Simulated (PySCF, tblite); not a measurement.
# C₅HClF₅ radical: geometry, infrared bands and EPR parameters

Wanted: the infrared bands and EPR parameters of C₅HClF₅ radical (`FC(F)(F)C(F)(F)[C]1C=C1Cl`), by calculation.

Programs: tblite 0.8.0 and PySCF 2.14.0, with density-fitted response routines of our own. Each step states its level of theory. These are calculated values for one molecule in the gas phase, unless marked as measured. Atoms count from 0, in the outputs and in this text.

## Step 1: The starting structure

12 atoms, charge 0, multiplicity 2; geometry from: force field or distance geometry start.

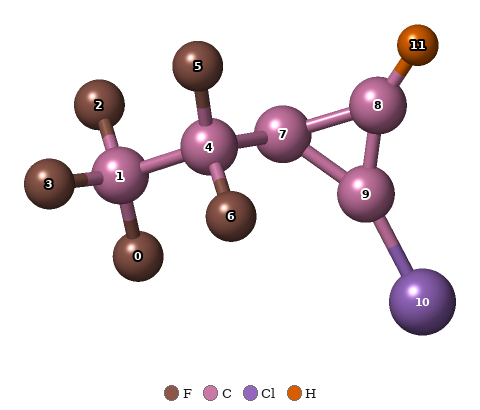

As it starts; fluorine brown, carbon pink, chlorine purple, hydrogen orange, atoms numbered; sticks join atoms by distance.

## Step 2: Optimising the geometry with GFN2-xTB

The job: settings as JSON, then the geometry in Å.

```
{"job": {"kind": "relax", "xc": "GFN2-xTB", "basis": "xTB"}, "charge": 0, "multiplicity": 2}
F     -1.072500    -1.903900    -0.482200
C     -1.651300    -0.710500    -0.083300
F     -2.184200    -0.038300    -1.144300
F     -2.631700    -0.876300     0.847800
C     -0.535800     0.189900     0.457000
F     -1.021800     1.407200     0.878500
F      0.009600    -0.462400     1.531800
C      0.475300     0.376100    -0.662000
C      1.685000     1.220300    -0.431700
C      1.860500    -0.091100    -0.396100
Cl     3.063900    -1.372200    -0.175400
H      2.004300     2.260600    -0.366000
```

Started as:

```console
$ OMP_NUM_THREADS=1 python probes_run.py task.json out
```

This one command runs all jobs of the session in turn.

Output:

```text
step      E/eV     max force
  0   -1067.70694    2.425
  1   -1067.97860    1.568
  2   -1068.13684    1.867
  3   -1068.19374    0.707
  4   -1068.21048    0.332
  5   -1068.22986    0.377
  6   -1068.24079    0.272
  7   -1068.24820    0.207
  8   -1068.25235    0.178
  9   -1068.25540    0.142
 10   -1068.25750    0.119
 11   -1068.25936    0.124
 12   -1068.26128    0.105
 13   -1068.26319    0.107
 14   -1068.26473    0.103
 15   -1068.26579    0.092
 16   -1068.26648    0.068
 17   -1068.26700    0.058
 18   -1068.26746    0.061
 19   -1068.26789    0.053
 20   -1068.26826    0.049
 21   -1068.26852    0.044
 22   -1068.26868    0.035
 23   -1068.26880    0.027
 24   -1068.26892    0.029
 25   -1068.26907    0.037
 26   -1068.26924    0.041
 27   -1068.26945    0.042
 28   -1068.26966    0.045
 29   -1068.26982    0.033
 30   -1068.26993    0.026
 31   -1068.27000    0.020
 32   -1068.27006    0.024
 33   -1068.27012    0.026
 34   -1068.27018    0.022
 35   -1068.27023    0.019
 36   -1068.27028    0.020
 37   -1068.27033    0.020
 38   -1068.27038    0.019
 39   -1068.27045    0.022
 40   -1068.27053    0.023
 41   -1068.27062    0.029
 42   -1068.27070    0.034
 43   -1068.27081    0.037
 44   -1068.27096    0.051
 45   -1068.27121    0.063
 46   -1068.27158    0.062
 47   -1068.27211    0.066
 48   -1068.27278    0.072
 49   -1068.27357    0.070
 50   -1068.27451    0.086
 51   -1068.27567    0.107
 52   -1068.27706    0.132
 53   -1068.27583    0.289
 54   -1068.27920    0.119
 55   -1068.28018    0.068
 56   -1068.28128    0.104
 57   -1068.28191    0.098
 58   -1068.28291    0.078
 59   -1068.28377    0.061
 60   -1068.28437    0.083
 61   -1068.28395    0.115
 62   -1068.28476    0.049
 63   -1068.28488    0.036
 64   -1068.28507    0.029
 65   -1068.28540    0.036
 66   -1068.28560    0.037
 67   -1068.28600    0.050
 68   -1068.28633    0.049
 69   -1068.28614    0.090
 70   -1068.28666    0.044
 71   -1068.28678    0.035
 72   -1068.28702    0.026
 73   -1068.28712    0.028
 74   -1068.28731    0.043
 75   -1068.28749    0.041
 76   -1068.28771    0.052
 77   -1068.28789    0.034
 78   -1068.28803    0.032
 79   -1068.28810    0.017
 80   -1068.28814    0.018
 81   -1068.28818    0.020
 82   -1068.28823    0.023
 83   -1068.28831    0.025
 84   -1068.28838    0.021
 85   -1068.28843    0.015
 86   -1068.28845    0.013
 87   -1068.28846    0.013
 88   -1068.28848    0.012
 89   -1068.28849    0.009
```

It took 0.54 s on 1 thread of Arm Neoverse V2, shared host.

Along the way: (not every step is listed)

| step | energy from step 0 (eV) | largest force (eV/Å) |
| --- | --- | --- |
| 0 | 0.0000 | 2.4248 |
| 1 | -0.2717 | 1.5682 |
| 2 | -0.4299 | 1.8672 |
| 3 | -0.4868 | 0.7074 |
| 4 | -0.5035 | 0.3316 |
| 5 | -0.5229 | 0.3765 |
| 6 | -0.5339 | 0.2716 |
| 7 | -0.5413 | 0.2075 |
| 8 | -0.5454 | 0.1782 |
| 15 | -0.5588 | 0.0920 |
| 22 | -0.5617 | 0.0347 |
| 29 | -0.5629 | 0.0333 |
| 36 | -0.5633 | 0.0202 |
| 43 | -0.5639 | 0.0366 |
| 50 | -0.5676 | 0.0864 |
| 57 | -0.5750 | 0.0979 |
| 64 | -0.5781 | 0.0287 |
| 71 | -0.5798 | 0.0346 |
| 78 | -0.5811 | 0.0320 |
| 84 | -0.5814 | 0.0212 |
| 85 | -0.5815 | 0.0154 |
| 86 | -0.5815 | 0.0135 |
| 87 | -0.5815 | 0.0130 |
| 88 | -0.5815 | 0.0121 |
| 89 | -0.5815 | 0.0087 |

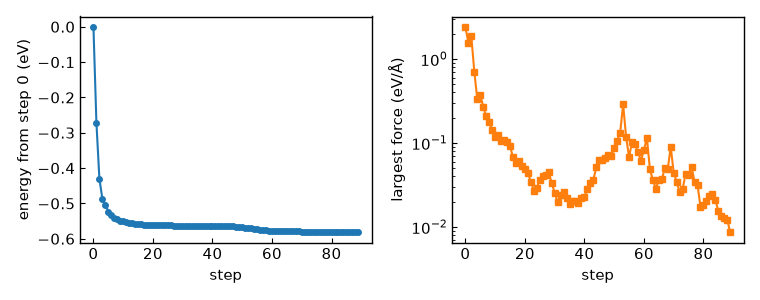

Energy and largest force along the relaxation.

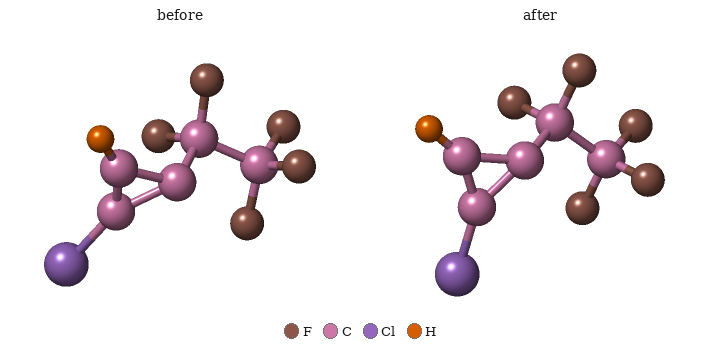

The geometry before (left) and after (right).

Distances of close pairs at the start and the end, largest changes first:

| bond | before (Å) | after (Å) | change (Å) |
| --- | --- | --- | --- |
| C9–Cl10 | 1.771 | 1.648 | -0.124 |
| F0–C1 | 1.385 | 1.337 | -0.048 |
| C4–C7 | 1.520 | 1.481 | -0.038 |
| C1–F3 | 1.362 | 1.328 | -0.034 |
| C1–F2 | 1.364 | 1.334 | -0.031 |
| C7–C9 | 1.486 | 1.457 | -0.029 |
| C8–H11 | 1.090 | 1.062 | -0.028 |
| C4–F5 | 1.377 | 1.352 | -0.024 |

The end geometry stands in the next job.

## Step 3: Infrared spectrum with GFN2-xTB

The job: settings as JSON, then the geometry in Å.

```
{"job": {"kind": "ir", "xc": "GFN2-xTB", "basis": "xTB"}, "charge": 0, "multiplicity": 2}
F     -0.809393    -1.914655    -0.113023
C     -1.514123    -0.780409    -0.041344
F     -1.981277    -0.527400    -1.264549
F     -2.554908    -1.002534     0.753519
C     -0.613713     0.378141     0.459988
F     -1.381169     1.477533     0.637123
F     -0.187471     0.035115     1.729627
C      0.502470     0.629581    -0.480932
C      1.835991     1.206487    -0.221490
C      1.775836    -0.063119    -0.626489
Cl     2.534503    -1.482841    -0.977529
H      2.394453     2.043416     0.119071
```

Output:

```text
mode    cm-1     km/mol
  1      19.5      0.36
  2      40.3      0.55
  3      73.3      0.82
  4     130.0      0.77
  5     174.4      4.56
  6     200.1      8.80
  7     252.2      2.56
  8     321.6      2.17
  9     331.0      1.14
 10     338.1      1.89
 11     387.9      4.52
 12     444.2      6.87
 13     476.7     18.82
 14     520.6     10.97
 15     538.1      6.29
 16     603.3     25.37
 17     624.6     13.71
 18     655.2     56.03
 19     733.3     13.11
 20     873.8     26.75
 21     909.1    135.15
 22     918.4     60.30
 23     978.4    122.11
 24    1087.2    279.06
 25    1097.7    280.90
 26    1119.2    197.31
 27    1184.4    114.09
 28    1335.6      6.96
 29    1746.8     95.60
 30    3231.8     18.49
```

Wall time 0.38 s (1 thread of Arm Neoverse V2, shared host).

Which atoms move in the most intense modes:

| cm⁻¹ | km/mol | atoms |
| --- | --- | --- |
| 909 | 135.2 | C4 50 %, F6 13 %, C9 12 %, C8 11 % |
| 918 | 60.3 | H11 26 %, C4 25 %, C8 21 %, C9 13 % |
| 978 | 122.1 | C4 47 %, C9 10 % |
| 1087 | 279.1 | C4 61 %, F5 19 % |
| 1098 | 280.9 | C1 75 %, F0 17 % |
| 1119 | 197.3 | C1 70 %, F3 11 % |
| 1184 | 114.1 | C1 60 %, C4 25 % |
| 1747 | 95.6 | C9 50 %, C8 30 %, C7 15 % |

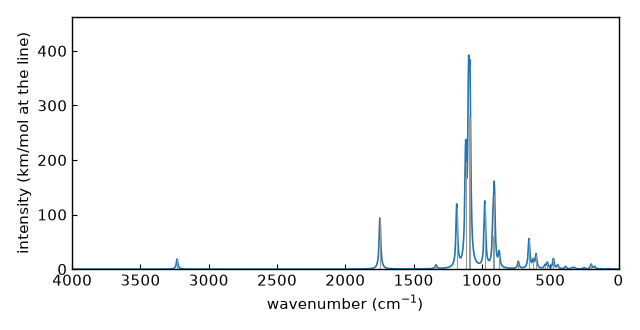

The infrared spectrum from these modes, unscaled. Lines are broadened to a width of 14 cm⁻¹ (Lorentzian).

## Step 4: EPR parameters: B3LYP/pcH-1

Same as in step 3 but for these lines:

```diff
@@ -1,2 +1,2 @@
-{"job": {"kind": "ir", "xc": "GFN2-xTB", "basis": "xTB"}, "charge": 0, "multiplicity": 2}
+{"job": {"kind": "epr", "basis": "pcH-1"}, "charge": 0, "multiplicity": 2}
 F     -0.809393    -1.914655    -0.113023
```

With the program's defaults for keys left out, this is: UKS B3LYP, pcH-1 on C Cl F H, non-relativistic, mean-field spin-orbit, GIAO.

Output:

```text
UKS, coarse grid
  cycle   1  E = -1150.18557481  |g| = 8.56e-01
  cycle   2  E = -1149.78260554  |g| = 1.47e+00
  cycle   3  E = -1150.41577705  |g| = 8.08e-02
  cycle   4  E = -1150.41578795  |g| = 8.15e-02
  cycle   5  E = -1150.41890555  |g| = 1.34e-02
  cycle   6  E = -1150.41897167  |g| = 7.73e-03
  cycle   7  E = -1150.41900162  |g| = 1.98e-03
  cycle   8  E = -1150.41900495  |g| = 9.96e-04
UKS, final grid
  cycle   1  E = -1150.41897634  |g| = 1.41e-03
  cycle   2  E = -1150.41897508  |g| = 2.37e-03
  cycle   3  E = -1150.41897709  |g| = 1.95e-04
  cycle   4  E = -1150.41897711  |g| = 7.45e-05
  cycle   5  E = -1150.41897711  |g| = 5.02e-05
  cycle   6  E = -1150.41897712  |g| = 1.48e-05
E = -1150.41897712 Eh   <S^2> = 0.7541 (exact 0.7500)
g shifts (ppm)      1          2          3
  rmc          -181       -181       -181
  gc              6         37         29
  oz_so         -32        665       1302
  total        -207        521       1150
hyperfine (MHz)  atom isotope    a_iso     a_fc   dipolar eigenvalues
    0   19F       1.42       1.42     -4.29     -2.27      6.57
    1   13C      -4.14      -4.14     -1.20     -0.69      1.89
    2   19F      32.81      32.78    -11.38    -10.79     22.16
    3   19F      -1.76      -1.77     -1.75     -0.31      2.06
    4   13C      89.90      89.91     -9.24     -7.26     16.50
    5   19F      14.28      14.38    -10.75    -10.37     21.11
    6   19F     134.54     134.08    -88.67    -82.88    171.55
    7   13C     342.12     342.11    -61.42    -56.10    117.52
    8   13C       9.90       9.95    -20.45    -16.19     36.64
    9   13C     -14.10     -14.12    -12.83     -4.95     17.78
   10  35Cl      -0.62      -0.58     -3.13     -1.73      4.86
   11    1H     -19.48     -19.47    -10.89     -1.79     12.68
```

Wall time 1.8 min (1 thread of Arm Neoverse V2, shared host); peak memory 1.1 GiB.

Principal g values 2.00211, 2.00284, 2.00347; g(iso) = 2.00281, against 2.00232 for a free electron.

Mean a(iso) over the nuclei that a row names, and the largest dipolar term of the row (other rows stand at the frozen geometry):

| nuclei | isotope | a(iso) (MHz) | a(iso) (G, at g = 2.0023) | largest dipolar term (MHz) |
| --- | --- | --- | --- | --- |
| C7 | 13C | 342.1 | 122.1 | 117.5 |
| C4 | 13C | 89.9 | 32.1 | 16.5 |
| F5, F6 | 19F | 74.4 | 26.6 | 171.6 |
| H11 | 1H | -19.5 | -6.9 | 12.7 |
| C9 | 13C | -14.1 | -5.0 | 17.8 |
| F0, F2, F3 | 19F | 10.8 | 3.9 | 22.2 |
| C8 | 13C | 9.9 | 3.5 | 36.6 |
| C1 | 13C | -4.1 | -1.5 | 1.9 |
| Cl10 | 35Cl | -0.6 | -0.2 | 4.9 |

Mulliken spin populations:

| atom | value (e) |
| --- | --- |
| F0 | 0.00 |
| C1 | 0.00 |
| F2 | 0.00 |
| F3 | 0.00 |
| C4 | 0.03 |
| F5 | 0.00 |
| F6 | 0.03 |
| C7 | 0.74 |
| C8 | 0.18 |
| C9 | 0.03 |
| Cl10 | 0.00 |
| H11 | -0.01 |

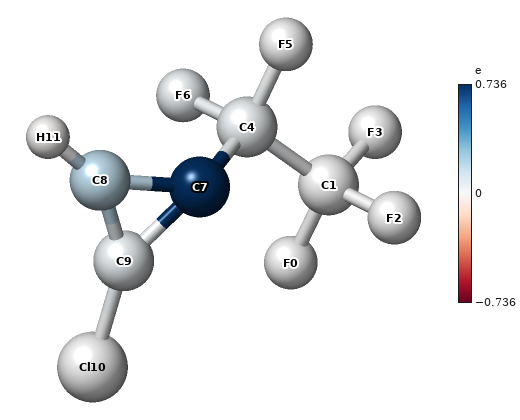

Mulliken spin populations, as colours on the atoms.

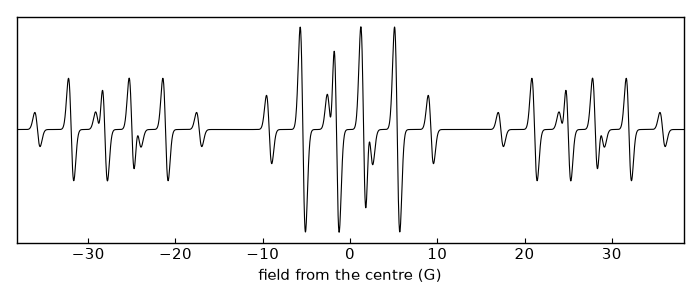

First-order isotropic spectrum (first derivative, main isotopes with spin only, couplings over 0.8 MHz, Gaussian width 0.3 G; couplings of the frozen geometry, rotation of groups not averaged beyond the rows shown).

Orbitals, density, ELF and potential are computed afterwards from the orbital file.

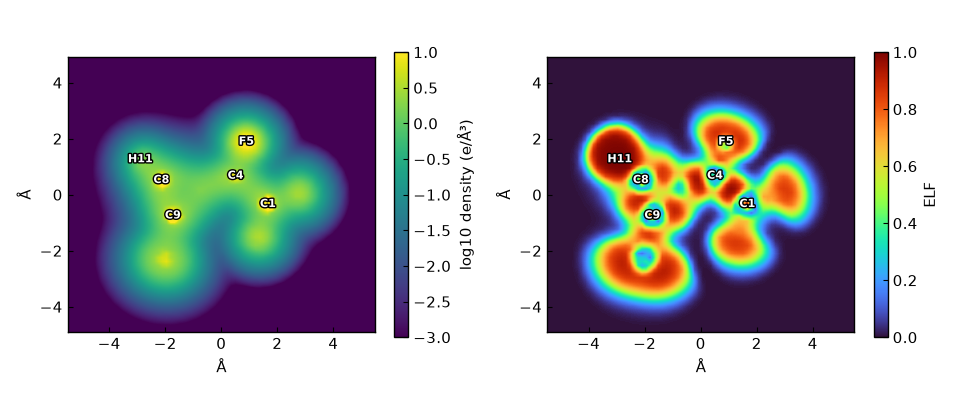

Density (left) and ELF (right) in a plane through or near 6 of the atoms.

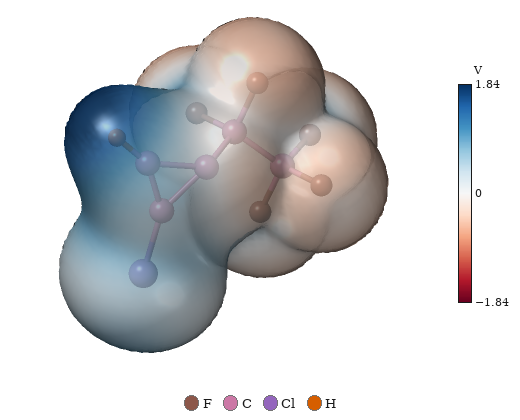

The potential that a unit positive charge feels on the 0.002 e/bohr³ surface, from -0.62 V near F6 to 1.84 V near H11.

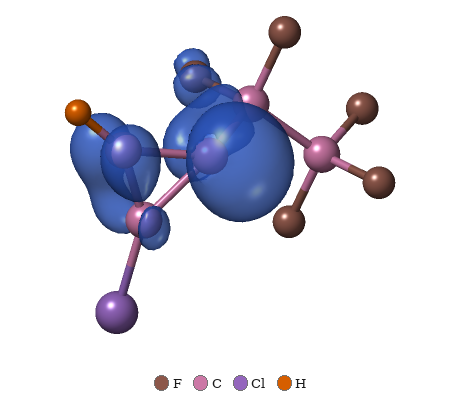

Spin density at ±0.04 e/Å³ (alpha excess blue, beta excess red).

## Step 5: What came out

| quantity | value |
| --- | --- |
| strongest single infrared mode (GFN2-xTB) | 1098 cm⁻¹, 281 km/mol |
| zero-point energy (GFN2-xTB) | 30.5 kcal/mol |
| g(iso) (B3LYP) | 2.00281 |
| ⟨S²⟩ | 0.754 (exact 0.75) |
| largest a(iso) (averaged by class) | 13C on C7, 342.1 MHz |
| potential on the surface of density 0.002 e/bohr³, 1st and 99th percentile | -0.62 V and 1.84 V |

In words: The optimisation took 89 steps and gained 0.582 eV; among the close pairs (by a distance rule), C9–Cl10 changed most, from 1.771 to 1.648 Å. All 30 modes are real, so the xTB geometry is a minimum. The strongest single mode, at 1098 cm⁻¹, moves mainly C1. Unscaled tight-binding wavenumbers are off by several per cent, some by more. Its intensities can rank the bands wrongly. Most of the unpaired spin sits on C7 (0.74 e). The isotropic g lies 0.5 ppt above the free-electron value. The conformer search found further structures of the same energy, which may be mirror or relabelled copies of this one.
